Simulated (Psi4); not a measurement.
**B2PLYP/pcseg-1 (density fitting, density fitting for correlation, sweep point 6) run of C2H9NSi (SMILES CN(C)[SiH3])**

Aim: the vertical singlet–triplet gap of C2H9NSi at B2PLYP/pcseg-1 (density fitting, density fitting for correlation, sweep point 6), from 2 runs. 

Program for the calculation: Psi4 1.11.

## (1) The system as given

C2H9NSi: 13 atoms, total charge 0, spin state singlet. As SMILES, `CN(C)[SiH3]`. The shape is that of a PBE0-D4/def2-TZVP optimisation.

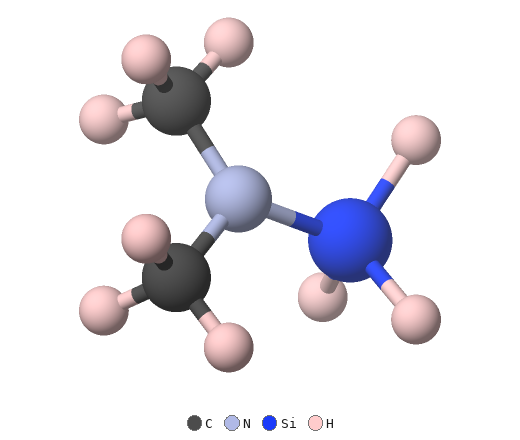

The structure, seen from a chosen angle (carbon dark grey, nitrogen light blue, silicon blue, hydrogen pink).

## (2) The energy at B2PLYP/pcseg-1 (density fitting, density fitting for correlation, sweep point 6)

Input file calc.inp:

```
memory 1600 mb

molecule system {
  C     -0.853400     1.051500    -0.567400
  N     -0.064300     0.101400     0.176900
  C      1.257300     0.576800     0.503700
  Si    -0.404400    -1.580400     0.101900
  H     -0.416100     1.292500    -1.548500
  H     -0.947500     1.991500    -0.009400
  H     -1.860700     0.663700    -0.735400
  H      1.197400     1.509100     1.079000
  H      1.870100     0.778300    -0.388400
  H      1.787100    -0.156700     1.115700
  H      0.068700    -2.275300    -1.137100
  H     -1.879700    -1.752300     0.167000
  H      0.265600    -2.234700     1.256700
  symmetry c1
}

set {
  basis                pcseg-1
  reference            rks
  puream               true
  scf_type             df
  dft_radial_points    99
  dft_spherical_points 590
  num_frozen_docc      8
}

e, wfn = energy("b2plyp", return_wfn=True)
```

Run with:

```console
$ psi4 calc.inp calc.out -n 1
```

calc.out:

```text
[...]
  Running in c1 symmetry.
[...]
  Nuclear repulsion =  180.635291661471058
[...]
  Multiplicity = 1
[...]
  Nalpha       = 21
  Nbeta        = 21
[...]
    Number of basis functions: 105
[...]
   @DF-RKS iter   1:  -425.12461285199691   -2.90366e-01   6.10974e-03 ADIIS/DIIS
[...]
   @DF-RKS iter   7:  -425.34671799186532   -2.86648e-07   7.77871e-07 DIIS
[...]
    Orbital Energies [Eh]
    ---------------------
    Doubly Occupied:
       1A    -67.216736     2A    -14.808397     3A    -10.638332
       4A    -10.638326     5A     -5.629327     6A     -3.889357
       7A     -3.888830     8A     -3.888121     9A     -1.032137
      10A     -0.817149    11A     -0.730195    12A     -0.611770
      13A     -0.528710    14A     -0.524663    15A     -0.518210
      16A     -0.457412    17A     -0.437118    18A     -0.414510
      19A     -0.396179    20A     -0.394949    21A     -0.277504
[...]
  @DF-RKS Final Energy:  -425.34671799186532
   => Energetics <=
    Nuclear Repulsion Energy =            180.6352916614710580
    One-Electron Energy =                -942.0643608829570894
    Two-Electron Energy =                 356.2056023127404956
    DFT Exchange-Correlation Energy =     -20.1232510831197153
    Empirical Dispersion Energy =           0.0000000000000000
    VV10 Nonlocal Energy =                  0.0000000000000000
    Total Energy =                       -425.3467179918653187
[...]
 Multipole Moments:
 ------------------------------------------------------------------------------------
     Multipole            Electronic (a.u.)      Nuclear  (a.u.)        Total (a.u.)
 ------------------------------------------------------------------------------------
 L = 1.  Multiply by 2.5417464519 to convert [e a0] to [Debye]
 Dipole X            :         -0.7638691            0.8914319            0.1275628
 Dipole Y            :         -2.0962521            2.4339578            0.3377056
 Dipole Z            :          0.5757027           -0.6775964           -0.1018937
 Magnitude           :                                                    0.3750996
[...]
```

It took 13 s on 1 thread of Intel Xeon 6975P-C (Granite Rapids), shared host; peak memory 1.2 GiB.

## (3) The triplet at the same level

Input file job.dat:

```
memory 1.6 GB

molecule {
  0 3
  C     -0.853400     1.051500    -0.567400
  N     -0.064300     0.101400     0.176900
  C      1.257300     0.576800     0.503700
  Si    -0.404400    -1.580400     0.101900
  H     -0.416100     1.292500    -1.548500
  H     -0.947500     1.991500    -0.009400
  H     -1.860700     0.663700    -0.735400
  H      1.197400     1.509100     1.079000
  H      1.870100     0.778300    -0.388400
  H      1.787100    -0.156700     1.115700
  H      0.068700    -2.275300    -1.137100
  H     -1.879700    -1.752300     0.167000
  H      0.265600    -2.234700     1.256700
  symmetry c1
}

set reference uks
set puream true
set scf_type df
set dft_radial_points 99
set dft_spherical_points 590
set num_frozen_docc 8
set maxiter 100

energy('b2plyp/pcseg-1')
```

Run with:

```console
$ psi4 -i job.dat -o job.out -n 1
```

job.out:

```text
[...]
  Running in c1 symmetry.
[...]
  Nuclear repulsion =  180.635291661471058
[...]
  Multiplicity = 3
[...]
  Nalpha       = 22
  Nbeta        = 20
[...]
    Number of basis functions: 105
[...]
   @DF-UKS iter   1:  -424.93734696567532   -1.03100e-01   5.25451e-03 ADIIS/DIIS
[...]
   @DF-UKS iter  11:  -425.13778775524293   -1.20161e-07   5.94944e-07 DIIS
[...]
   @S^2 Observed:                2.008930054E+00
[...]
    Orbital Energies [Eh]
    ---------------------
    Alpha Occupied:
       1A    -67.208461     2A    -14.956801     3A    -10.682510
       4A    -10.682508     5A     -5.623031     6A     -3.885075
       7A     -3.881420     8A     -3.881420     9A     -1.154050
      10A     -0.879280    11A     -0.800963    12A     -0.664431
      13A     -0.621071    14A     -0.603465    15A     -0.542605
      16A     -0.510655    17A     -0.485312    18A     -0.476800
      19A     -0.433176    20A     -0.385509    21A     -0.372542
      22A     -0.053653
    Alpha Virtual:
      23A      0.067733    24A      0.087122    25A      0.096134
[...]
  @DF-UKS Final Energy:  -425.13778775524293
   => Energetics <=
    Nuclear Repulsion Energy =            180.6352916614710580
    One-Electron Energy =                -940.3645689110044259
    Two-Electron Energy =                 354.6595169930611178
    DFT Exchange-Correlation Energy =     -20.0680274987705900
    Empirical Dispersion Energy =           0.0000000000000000
    VV10 Nonlocal Energy =                  0.0000000000000000
    Total Energy =                       -425.1377877552429254
[...]
 Multipole Moments:
 ------------------------------------------------------------------------------------
     Multipole            Electronic (a.u.)      Nuclear  (a.u.)        Total (a.u.)
 ------------------------------------------------------------------------------------
 L = 1.  Multiply by 2.5417464519 to convert [e a0] to [Debye]
 Dipole X            :         -0.3953325            0.8914319            0.4960994
 Dipole Y            :         -0.2885493            2.4339578            2.1454085
 Dipole Z            :          0.6507128           -0.6775964           -0.0268836
 Magnitude           :                                                    2.2021841
[...]
```

Wall time 26 s (1 thread of Intel Xeon 6975P-C (Granite Rapids), shared host); peak memory 1.2 GiB.

## (4) Results

At B2PLYP/pcseg-1 (density fitting, density fitting for correlation, sweep point 6), 8 core orbitals frozen:

```
                                                         quantity          value
                                            singlet: total energy  -425.53055 Eh
                       singlet: HOMO energy (SCF part's orbitals)       -7.55 eV
                       singlet: LUMO energy (SCF part's orbitals)        1.82 eV
                     singlet: HOMO–LUMO gap (SCF part's orbitals)        9.37 eV
                                            triplet: total energy  -425.31909 Eh
triplet: HOMO energy (SCF part's orbitals) (highest over α and β)       -1.46 eV
                                                    triplet: ⟨S²⟩          2.009
                 vertical energy of the triplet above the singlet       5.754 eV
```

At this shape the triplet lies 5.75 eV (133 kcal/mol) above the singlet.
